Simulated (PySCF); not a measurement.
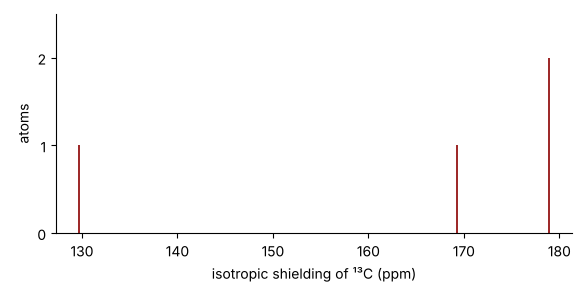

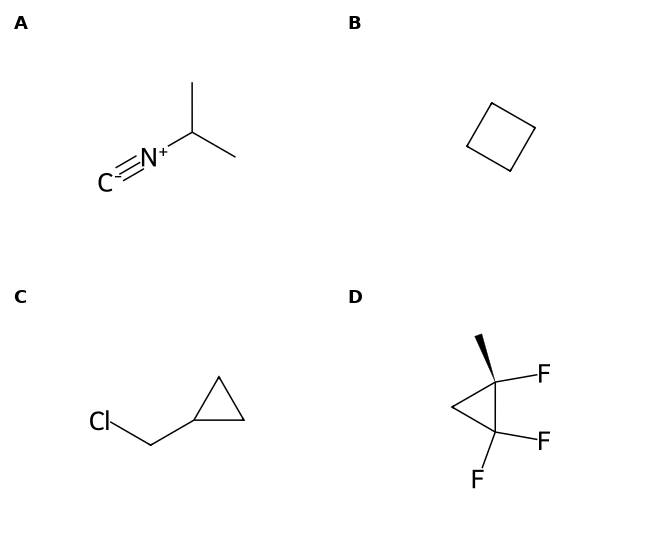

The sticks are computed shieldings of one of the molecules, for one fixed geometry (GFN2-xTB) without averaging over rotations. Low shielding means a high chemical shift. Method: GIAO PBE0/pcSseg-1 NMR shielding, non-relativistic, gas phase (PySCF 2.14.0).

**Match the spectrum to a structure.**

C, `ClCC1CC1`. Its 4 C atoms give lines at 129.7, 169.3, 178.9 (2 atoms) ppm.
